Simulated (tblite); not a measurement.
**Geometry relaxation of CH₆FO₃Si₃ (part 1 of 4)**

CH₆FO₃Si₃, multiplicity 2, computed with GFN2-xTB geometry optimisation, gas phase (tblite 0.8.0).

It belongs to a series of runs on one base structure; here: H removed from Si.

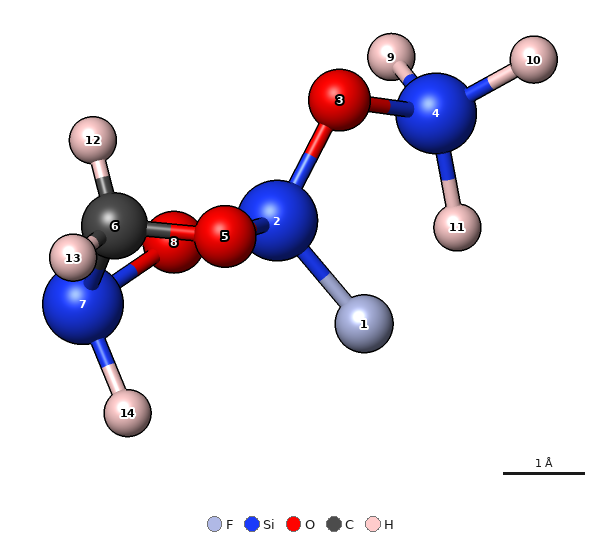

*The starting structure (ball-and-stick view, seen at a tilt; atoms are numbered from 1 in the order of the input).*

Bond lengths as drawn: C–H 1.10 to 1.12 Å, C–O 1.38 Å, C–Si 1.88 Å, F–Si 1.69 Å, H–Si 1.47 to 1.48 Å and O–Si 1.70 to 1.74 Å.

## Summary

- outcome: converged
- total energy: −750.3614 eV
- hardware: 1 CPU thread, shared host
- peak memory: 0.18 GiB

## Input
```
{"job": {"kind": "relax", "xc": "GFN2-xTB", "basis": "xTB"}, "charge": 0, "multiplicity": 2}
F     -0.282000     1.872100     0.151700
Si     0.006900     0.228900     0.404000
O     -1.340200    -0.528700     1.103600
Si    -2.785000     0.204000     0.471400
O      1.408500     0.141500     1.385300
C      2.270000    -0.783200     0.833300
Si     2.141900    -0.376000    -0.997400
O      0.425100    -0.415700    -1.131000
H     -3.358100    -0.790800    -0.459800
H     -3.667800     0.431800     1.627500
H     -2.478900     1.466600    -0.212400
H      1.858500    -1.811400     0.963500
H      3.299000    -0.693500     1.223600
H      2.501300     1.054000    -1.105700
```

The first line tells a small driver script what to run in tblite; the rest is the geometry in Å.

Run as:
```bash
OMP_NUM_THREADS=1 python <driver script> task.json out
```

## The program's output
```
step      E/eV     max force
  0    -748.87638    3.371
  1    -749.38241    2.310
  2    -749.74179    1.381
  3    -749.79565    0.750
  4    -749.84965    0.492
  5    -749.88861    0.644
  6    -749.93463    0.623
  7    -749.98244    0.566
  8    -750.03324    0.580
  9    -750.08300    0.677
 10    -750.12642    0.560
 11    -750.16049    0.529
 12    -750.18705    0.427
 13    -750.21282    0.373
 14    -750.23446    0.373
 15    -750.25038    0.295
 16    -750.26433    0.325
 17    -750.27609    0.365
 18    -750.28668    0.280
 19    -750.29635    0.213
 20    -750.30537    0.230
 21    -750.31356    0.233
 22    -750.31971    0.214
 23    -750.32418    0.231
 24    -750.32901    0.206
 25    -750.33446    0.210
 26    -750.33805    0.145
 27    -750.34079    0.123
 28    -750.34250    0.094
 29    -750.34381    0.094
 30    -750.34510    0.106
 31    -750.34680    0.141
 32    -750.34871    0.149
 33    -750.35017    0.103
 34    -750.35105    0.062
 35    -750.35179    0.064
 36    -750.35264    0.082
 37    -750.35361    0.098
 38    -750.35453    0.076
 39    -750.35526    0.072
 40    -750.35591    0.066
 41    -750.35666    0.096
 42    -750.35748    0.095
 43    -750.35810    0.057
 44    -750.35843    0.049
 45    -750.35865    0.054
 46    -750.35895    0.051
 47    -750.35937    0.064
 48    -750.35978    0.055
 49    -750.36004    0.041
 50    -750.36019    0.046
 51    -750.36036    0.043
 52    -750.36066    0.057
 53    -750.36100    0.045
 54    -750.36115    0.025
 55    -750.36120    0.013
 56    -750.36122    0.012
 57    -750.36125    0.014
 58    -750.36129    0.012
 59    -750.36131    0.013
 60    -750.36132    0.011
 61    -750.36135    0.013
 62    -750.36137    0.014
 63    -750.36139    0.009
```

## Trajectory as extended XYZ (Å, eV, eV/Å), 58 of the 64 frames kept, from step=0 to step=63
```
14
Properties=species:S:1:pos:R:3:forces:R:3 step=0 energy=-748.87638
F    -0.2820    1.8721    0.1517    0.7170  -2.0430   0.4020
Si    0.0069    0.2289    0.4040   -0.5800  -0.1580   0.3820
O    -1.3402   -0.5287    1.1036    0.9210   2.4830  -2.0860
Si   -2.7850    0.2040    0.4714    0.2250  -0.7520   0.3620
O     1.4085    0.1415    1.3853   -2.8140   0.6050  -0.8710
C     2.2700   -0.7832    0.8333    0.9690  -1.4480  -0.4120
Si    2.1419   -0.3760   -0.9974   -0.4580   0.1520  -1.4600
O     0.4251   -0.4157   -1.1310    0.6630   1.2440   2.9520
H    -3.3581   -0.7908   -0.4598    0.2650   0.1870   0.2300
H    -3.6678    0.4318    1.6275    0.3750  -0.1260  -0.0870
H    -2.4789    1.4666   -0.2124   -0.2680  -0.3180   0.1420
H     1.8585   -1.8114    0.9635    0.5570   0.3820   0.4190
H     3.2990   -0.6935    1.2236   -0.6190  -0.0430   0.2490
H     2.5013    1.0540   -1.1057    0.0470  -0.1660  -0.2210
14
Properties=species:S:1:pos:R:3:forces:R:3 step=1 energy=-749.38241
F    -0.2718    1.8429    0.1575    0.5590  -1.4590   0.3120
Si   -0.0014    0.2266    0.4094   -0.0790   0.1190   0.2600
O    -1.3271   -0.4932    1.0738    0.2340   1.7620  -1.4760
Si   -2.7817    0.1933    0.4766    0.2030  -0.3790   0.1750
O     1.3683    0.1501    1.3729   -1.3120  -0.3860  -0.9440
C     2.2839   -0.8039    0.8275   -0.1750  -0.0770  -0.4360
Si    2.1354   -0.3739   -1.0182   -0.4060   0.0820  -0.8120
O     0.4346   -0.3979   -1.0888    0.5340   0.8610   2.0350
H    -3.3543   -0.7881   -0.4565    0.2260   0.0720   0.1630
H    -3.6624    0.4300    1.6263    0.3480  -0.1410  -0.0030
H    -2.4828    1.4620   -0.2104   -0.3000  -0.3670   0.1670
H     1.8665   -1.8060    0.9695    0.3810   0.0010   0.4260
H     3.2902   -0.6941    1.2272   -0.2960   0.0400   0.3790
H     2.5020    1.0516   -1.1089    0.0830  -0.1280  -0.2450
14
Properties=species:S:1:pos:R:3:forces:R:3 step=2 energy=-749.74179
F    -0.2484    1.7811    0.1705    0.1750   0.5240   0.0360
Si   -0.0073    0.2299    0.4206    0.5550   0.3380  -0.0300
O    -1.3139   -0.4184    1.0111   -1.2900   0.0100   0.0430
Si   -2.7735    0.1760    0.4847   -0.1850   0.2470  -0.1810
O     1.3073    0.1401    1.3354    0.9770  -0.9150   0.3390
C     2.2831   -0.8145    0.8101   -0.4730   0.6360  -0.3330
Si    2.1188   -0.3702   -1.0544   -0.0470  -0.0290  -0.0530
O     0.4568   -0.3612   -1.0020    0.2410  -0.0980  -0.4080
H    -3.3450   -0.7846   -0.4496    0.1400  -0.1330   0.0320
H    -3.6483    0.4244    1.6257    0.2880  -0.1570   0.1460
H    -2.4946    1.4475   -0.2038   -0.3210  -0.2830   0.1210
H     1.8828   -1.8038    0.9866    0.1770  -0.2910   0.2990
H     3.2765   -0.6929    1.2417   -0.3690   0.2000   0.2830
H     2.5051    1.0463   -1.1186    0.1320  -0.0510  -0.2910
14
Properties=species:S:1:pos:R:3:forces:R:3 step=3 energy=-749.79565
F    -0.2469    1.7889    0.1706    0.2230   0.3040   0.0750
Si   -0.0010    0.2336    0.4200    0.0670   0.0680   0.2170
O    -1.3294   -0.4199    1.0130   -0.3650   0.3080  -0.2190
Si   -2.7760    0.1791    0.4824   -0.3150   0.1720  -0.1680
O     1.3194    0.1306    1.3410    0.3830  -0.6150   0.1920
C     2.2790   -0.8083    0.8066   -0.2350   0.1910  -0.2230
Si    2.1187   -0.3706   -1.0548    0.0620  -0.0330  -0.1440
O     0.4592   -0.3632   -1.0088    0.0900   0.0340  -0.1180
H    -3.3436   -0.7862   -0.4493    0.1160  -0.1210   0.0210
H    -3.6452    0.4227    1.6274    0.2500  -0.1430   0.1500
H    -2.4981    1.4446   -0.2026   -0.2990  -0.1740   0.0600
H     1.8846   -1.8069    0.9897    0.2480  -0.1330   0.2200
H     3.2719   -0.6906    1.2444   -0.3560   0.1900   0.2270
H     2.5066    1.0458   -1.1219    0.1290  -0.0500  -0.2900
14
Properties=species:S:1:pos:R:3:forces:R:3 step=4 energy=-749.84965
F    -0.2375    1.7961    0.1740    0.2430   0.1990   0.1090
Si    0.0039    0.2378    0.4265   -0.0730  -0.0560   0.2070
O    -1.3477   -0.4050    1.0020    0.2870   0.2810  -0.1830
Si   -2.7854    0.1837    0.4774   -0.4610   0.0770  -0.1530
O     1.3301    0.1084    1.3470   -0.2900  -0.1460   0.1870
C     2.2718   -0.8022    0.7968    0.1610  -0.3750  -0.0370
Si    2.1188   -0.3713   -1.0631    0.1680  -0.0470  -0.1370
O     0.4654   -0.3598   -1.0076   -0.1320   0.1230   0.0320
H    -3.3386   -0.7900   -0.4479    0.0460  -0.1590  -0.0350
H    -3.6351    0.4172    1.6323    0.1500  -0.1170   0.2100
H    -2.5095    1.4368   -0.1996   -0.2550   0.0870  -0.0830
H     1.8942   -1.8118    0.9992    0.2880  -0.0160   0.0580
H     3.2575   -0.6840    1.2535   -0.2660   0.1890   0.1160
H     2.5112    1.0436   -1.1326    0.1330  -0.0390  -0.2920
14
Properties=species:S:1:pos:R:3:forces:R:3 step=6 energy=-749.93463
F    -0.2030    1.8155    0.1888    0.2290   0.0820   0.1520
Si    0.0131    0.2479    0.4447   -0.2040   0.0460  -0.1090
O    -1.3706   -0.3585    0.9696    0.4130   0.0850  -0.0030
Si   -2.8259    0.1929    0.4615   -0.1060  -0.1210   0.0260
O     1.3260    0.0588    1.3670   -0.5990   0.1360   0.1070
C     2.2686   -0.8128    0.7771    0.2760  -0.4170   0.3120
Si    2.1241   -0.3753   -1.0866   -0.0240  -0.0450   0.1530
O     0.4723   -0.3426   -0.9970   -0.1270   0.1590  -0.0160
H    -3.3275   -0.8086   -0.4484   -0.1180  -0.2580  -0.1530
H    -3.6081    0.3996    1.6566   -0.0630  -0.0780   0.3040
H    -2.5473    1.4313   -0.2014   -0.2150   0.4750  -0.2990
H     1.9301   -1.8253    1.0198    0.2010  -0.1580  -0.1850
H     3.2186   -0.6598    1.2781    0.2000   0.1620  -0.0140
H     2.5288    1.0364   -1.1720    0.1360  -0.0700  -0.2750
14
Properties=species:S:1:pos:R:3:forces:R:3 step=7 energy=-749.98244
F    -0.1747    1.8308    0.2022    0.1980   0.0630   0.1570
Si    0.0155    0.2569    0.4527   -0.1220   0.1450  -0.2850
O    -1.3787   -0.3272    0.9494    0.1140  -0.0310   0.0830
Si   -2.8538    0.1960    0.4518    0.1730  -0.1000   0.0960
O     1.3112    0.0277    1.3827   -0.4300   0.0160  -0.0240
C     2.2712   -0.8270    0.7721    0.1010  -0.0760   0.4540
Si    2.1262   -0.3791   -1.0969   -0.1550  -0.0210   0.3530
O     0.4744   -0.3279   -0.9919   -0.0350   0.1490  -0.1020
H    -3.3232   -0.8274   -0.4527   -0.1540  -0.2160  -0.1270
H    -3.5920    0.3861    1.6803   -0.0990  -0.0780   0.2180
H    -2.5776    1.4395   -0.2101   -0.2550   0.4230  -0.2770
H     1.9581   -1.8392    1.0288    0.1320  -0.2750  -0.2400
H     3.1991   -0.6398    1.2941    0.4110   0.1270  -0.0650
H     2.5437    1.0299   -1.2047    0.1220  -0.1270  -0.2420
14
Properties=species:S:1:pos:R:3:forces:R:3 step=8 energy=-750.03324
F    -0.1384    1.8514    0.2208    0.1570   0.0470   0.1540
Si    0.0164    0.2702    0.4565   -0.0110   0.1980  -0.3630
O    -1.3872   -0.2924    0.9284   -0.1960  -0.1060   0.1230
Si   -2.8829    0.1990    0.4421    0.3700  -0.0320   0.1300
O     1.2881   -0.0095    1.4004   -0.2050  -0.1530  -0.1510
C     2.2751   -0.8430    0.7755   -0.1070   0.2800   0.4960
Si    2.1259   -0.3838   -1.1010   -0.1950   0.0040   0.4940
O     0.4758   -0.3084   -0.9897    0.0450   0.1400  -0.1740
H    -3.3212   -0.8531   -0.4598   -0.1400  -0.0580  -0.0070
H    -3.5751    0.3687    1.7114   -0.0750  -0.0880   0.0030
H    -2.6182    1.4562   -0.2249   -0.3210   0.2060  -0.1640
H     1.9932   -1.8611    1.0345    0.0920  -0.3020  -0.2380
H     3.1846   -0.6141    1.3113    0.4940   0.0710  -0.1170
H     2.5634    1.0195   -1.2474    0.0910  -0.2060  -0.1860
14
Properties=species:S:1:pos:R:3:forces:R:3 step=9 energy=-750.08300
F    -0.0978    1.8747    0.2429    0.1130   0.0270   0.1430
Si    0.0158    0.2866    0.4543    0.0390   0.1630  -0.2930
O    -1.3967   -0.2591    0.9095   -0.3130  -0.1080   0.1020
Si   -2.9074    0.2020    0.4340    0.4180   0.0310   0.1240
O     1.2590   -0.0498    1.4166   -0.0140  -0.2800  -0.2140
C     2.2782   -0.8561    0.7893   -0.2720   0.4760   0.3980
Si    2.1234   -0.3888   -1.0951   -0.1050   0.0150   0.5060
O     0.4768   -0.2858   -0.9921    0.0830   0.1370  -0.2010
H    -3.3220   -0.8803   -0.4669   -0.0980   0.1610   0.1530
H    -3.5590    0.3489    1.7429   -0.0350  -0.0900  -0.2570
H    -2.6670    1.4775   -0.2436   -0.3740  -0.0740  -0.0150
H     2.0317   -1.8887    1.0352    0.0950  -0.1730  -0.1840
H     3.1787   -0.5861    1.3261    0.4150  -0.0010  -0.1530
H     2.5856    1.0046   -1.2953    0.0470  -0.2840  -0.1090
14
Properties=species:S:1:pos:R:3:forces:R:3 step=10 energy=-750.12642
F    -0.0626    1.8947    0.2641    0.0710   0.0090   0.1300
Si    0.0134    0.3017    0.4469    0.0550   0.0650  -0.1390
O    -1.4046   -0.2353    0.8972   -0.2190  -0.0670   0.0570
Si   -2.9199    0.2045    0.4301    0.2920   0.0790   0.0610
O     1.2308   -0.0846    1.4262    0.0770  -0.3020  -0.1600
C     2.2782   -0.8614    0.8108   -0.3090   0.4400   0.1580
Si    2.1207   -0.3928   -1.0790    0.0580  -0.0030   0.3700
O     0.4771   -0.2644   -0.9991    0.0820   0.1430  -0.1650
H    -3.3255   -0.8993   -0.4699   -0.0530   0.3320   0.2710
H    -3.5478    0.3312    1.7635   -0.0110  -0.0780  -0.4250
H    -2.7141    1.4956   -0.2604   -0.3760  -0.2970   0.1110
H     2.0654   -1.9135    1.0302    0.1140   0.0590  -0.0900
H     3.1836   -0.5633    1.3338    0.2100  -0.0610  -0.1450
H     2.6047    0.9864   -1.3364    0.0090  -0.3200  -0.0320
14
Properties=species:S:1:pos:R:3:forces:R:3 step=11 energy=-750.16049
F    -0.0392    1.9073    0.2806    0.0370   0.0070   0.1160
Si    0.0106    0.3119    0.4377    0.0380  -0.0430   0.0070
O    -1.4090   -0.2237    0.8924   -0.0040  -0.0190   0.0200
Si   -2.9204    0.2066    0.4298    0.0660   0.1010  -0.0300
O     1.2099   -0.1089    1.4287    0.0480  -0.2170  -0.0020
C     2.2744   -0.8585    0.8313   -0.1660   0.2360  -0.1140
Si    2.1202   -0.3955   -1.0583    0.1790  -0.0520   0.1460
O     0.4775   -0.2475   -1.0080    0.0800   0.1480  -0.0970
H    -3.3303   -0.9045   -0.4667   -0.0220   0.3860   0.3010
H    -3.5430    0.3187    1.7676   -0.0150  -0.0570  -0.4360
H    -2.7518    1.5041   -0.2706   -0.3280  -0.3800   0.1680
H     2.0887   -1.9276    1.0225    0.1170   0.2590   0.0100
H     3.1945   -0.5505    1.3336   -0.0300  -0.0800  -0.1050
H     2.6169    0.9676   -1.3628    0.0010  -0.2890   0.0170
14
Properties=species:S:1:pos:R:3:forces:R:3 step=12 energy=-750.18705
F    -0.0229    1.9152    0.2942    0.0140  -0.0030   0.1080
Si    0.0090    0.3179    0.4306    0.0300  -0.1080   0.1090
O    -1.4113   -0.2169    0.8902    0.1750   0.0170  -0.0050
Si   -2.9180    0.2096    0.4297   -0.0930   0.0690  -0.0640
O     1.1954   -0.1281    1.4301   -0.0620  -0.0790   0.1270
C     2.2694   -0.8521    0.8437    0.0560  -0.0020  -0.2600
Si    2.1230   -0.3984   -1.0407    0.2010  -0.1050  -0.0760
O     0.4796   -0.2329   -1.0158    0.0950   0.1440  -0.0300
H    -3.3346   -0.8999   -0.4585   -0.0230   0.3290   0.2450
H    -3.5408    0.3093    1.7613   -0.0530  -0.0320  -0.3340
H    -2.7836    1.5027   -0.2744   -0.2600  -0.3080   0.1410
H     2.1064   -1.9319    1.0167    0.0980   0.3470   0.0730
H     3.2027   -0.5439    1.3307   -0.2010  -0.0580  -0.0670
H     2.6251    0.9488   -1.3799    0.0220  -0.2100   0.0320
14
Properties=species:S:1:pos:R:3:forces:R:3 step=13 energy=-750.21282
F    -0.0023    1.9241    0.3119   -0.0020  -0.0340   0.1050
Si    0.0096    0.3239    0.4264    0.0310  -0.1190   0.1810
O    -1.4143   -0.2045    0.8841    0.2820   0.0370  -0.0240
Si   -2.9203    0.2140    0.4273   -0.1330  -0.0110  -0.0100
O     1.1785   -0.1544    1.4354   -0.1320   0.0400   0.1460
C     2.2653   -0.8461    0.8495    0.2110  -0.1890  -0.2420
Si    2.1287   -0.4038   -1.0272    0.1480  -0.1370  -0.2670
O     0.4854   -0.2131   -1.0221    0.1190   0.1240   0.0180
H    -3.3384   -0.8916   -0.4461   -0.0610   0.1810   0.1170
H    -3.5372    0.2974    1.7518   -0.1270  -0.0030  -0.1660
H    -2.8247    1.4958   -0.2762   -0.1850  -0.1120   0.0470
H     2.1295   -1.9319    1.0145    0.0600   0.3400   0.0960
H     3.2036   -0.5356    1.3293   -0.2720  -0.0010  -0.0300
H     2.6358    0.9253   -1.4007    0.0630  -0.1160   0.0320
14
Properties=species:S:1:pos:R:3:forces:R:3 step=14 energy=-750.23446
F     0.0246    1.9345    0.3341   -0.0120  -0.0730   0.1070
Si    0.0130    0.3312    0.4271    0.0680  -0.0830   0.1890
O    -1.4183   -0.1830    0.8718    0.2690   0.0260  -0.0210
Si   -2.9295    0.2185    0.4234   -0.0590  -0.0760   0.0920
O     1.1580   -0.1887    1.4452   -0.0680   0.0790   0.0180
C     2.2638   -0.8444    0.8496    0.1870  -0.2220  -0.0950
Si    2.1355   -0.4122   -1.0223    0.0620  -0.1300  -0.3440
O     0.4954   -0.1880   -1.0253    0.1240   0.0970   0.0390
H    -3.3419   -0.8855   -0.4334   -0.1210  -0.0030  -0.0340
H    -3.5317    0.2825    1.7457   -0.2110   0.0230  -0.0010
H    -2.8752    1.4886   -0.2789   -0.1320   0.1030  -0.0600
H     2.1594   -1.9306    1.0170    0.0110   0.2410   0.0840
H     3.1950   -0.5225    1.3321   -0.2220   0.0700  -0.0040
H     2.6511    0.8991   -1.4284    0.1030  -0.0520   0.0310
14
Properties=species:S:1:pos:R:3:forces:R:3 step=15 energy=-750.25038
F     0.0521    1.9437    0.3568   -0.0130  -0.0890   0.1160
Si    0.0187    0.3385    0.4319    0.1100  -0.0350   0.1260
O    -1.4216   -0.1582    0.8567    0.1710  -0.0040  -0.0010
Si   -2.9417    0.2212    0.4208    0.0330  -0.0680   0.1350
O     1.1390   -0.2230    1.4544    0.0780   0.0590  -0.1400
C     2.2643   -0.8473    0.8479    0.0680  -0.1210   0.0280
Si    2.1411   -0.4215   -1.0263   -0.0050  -0.1010  -0.2770
O     0.5070   -0.1628   -1.0251    0.1050   0.0740   0.0320
H    -3.3460   -0.8850   -0.4249   -0.1560  -0.1180  -0.1210
H    -3.5276    0.2680    1.7458   -0.2610   0.0370   0.0920
H    -2.9246    1.4862   -0.2839   -0.1070   0.1850  -0.0940
H     2.1892   -1.9296    1.0227   -0.0300   0.0920   0.0650
H     3.1811   -0.5064    1.3379   -0.1180   0.1260   0.0030
H     2.6684    0.8756   -1.4569    0.1250  -0.0370   0.0350
14
Properties=species:S:1:pos:R:3:forces:R:3 step=17 energy=-750.27609
F     0.1064    1.9571    0.4074    0.0000  -0.0310   0.1400
Si    0.0362    0.3529    0.4455    0.0690   0.0340  -0.0890
O    -1.4239   -0.1080    0.8257   -0.0810  -0.0420   0.0300
Si   -2.9644    0.2243    0.4210    0.0770   0.0150   0.0270
O     1.1102   -0.2882    1.4618    0.2710   0.0300  -0.2420
C     2.2659   -0.8570    0.8463   -0.0450   0.0810   0.0420
Si    2.1499   -0.4436   -1.0465   -0.0560  -0.0370   0.0300
O     0.5338   -0.1104   -1.0215    0.0290   0.0350  -0.0280
H    -3.3614   -0.8942   -0.4171   -0.1170  -0.0940  -0.0900
H    -3.5323    0.2418    1.7553   -0.2380   0.0480   0.0900
H    -3.0251    1.4912   -0.2979   -0.0560   0.0310   0.0180
H     2.2455   -1.9297    1.0382   -0.0580  -0.1690   0.0470
H     3.1490   -0.4659    1.3511    0.0680   0.1690  -0.0270
H     2.7095    0.8291   -1.5116    0.1360  -0.0690   0.0510
14
Properties=species:S:1:pos:R:3:forces:R:3 step=18 energy=-750.28668
F     0.1297    1.9612    0.4350    0.0060   0.0160   0.1450
Si    0.0456    0.3588    0.4497   -0.0100   0.0440  -0.1550
O    -1.4230   -0.0885    0.8140   -0.1510  -0.0340   0.0220
Si   -2.9712    0.2257    0.4230    0.0030   0.0300  -0.0420
O     1.1033   -0.3142    1.4579    0.2210   0.0560  -0.1630
C     2.2671   -0.8602    0.8471    0.0140   0.0620  -0.0300
Si    2.1535   -0.4557   -1.0551   -0.0440  -0.0110   0.1290
O     0.5472   -0.0849   -1.0215   -0.0040   0.0190  -0.0570
H    -3.3732   -0.8985   -0.4149   -0.0620  -0.0240  -0.0280
H    -3.5440    0.2319    1.7593   -0.1750   0.0500   0.0330
H    -3.0731    1.4940   -0.3036   -0.0070  -0.0790   0.0950
H     2.2686   -1.9311    1.0458   -0.0390  -0.1910   0.0470
H     3.1367   -0.4436    1.3544    0.1140   0.1490  -0.0520
H     2.7320    0.8047   -1.5332    0.1330  -0.0860   0.0570
14
Properties=species:S:1:pos:R:3:forces:R:3 step=19 energy=-750.29635
F     0.1486    1.9641    0.4631    0.0050   0.0470   0.1380
Si    0.0533    0.3635    0.4501   -0.0850   0.0430  -0.1590
O    -1.4217   -0.0749    0.8062   -0.1710  -0.0100  -0.0030
Si   -2.9752    0.2270    0.4252   -0.1030   0.0170  -0.0750
O     1.1016   -0.3331    1.4500    0.0930   0.0980  -0.0500
C     2.2698   -0.8622    0.8479    0.1030  -0.0060  -0.1010
Si    2.1567   -0.4675   -1.0598   -0.0170   0.0070   0.1450
O     0.5593   -0.0618   -1.0240   -0.0270   0.0050  -0.0710
H    -3.3867   -0.9005   -0.4128   -0.0040   0.0350   0.0230
H    -3.5614    0.2252    1.7605   -0.0960   0.0500  -0.0280
H    -3.1158    1.4947   -0.3064    0.0510  -0.1470   0.1460
H     2.2868   -1.9332    1.0526   -0.0030  -0.1440   0.0510
H     3.1294   -0.4218    1.3541    0.1270   0.0980  -0.0770
H     2.7547    0.7800   -1.5487    0.1290  -0.0930   0.0590
```
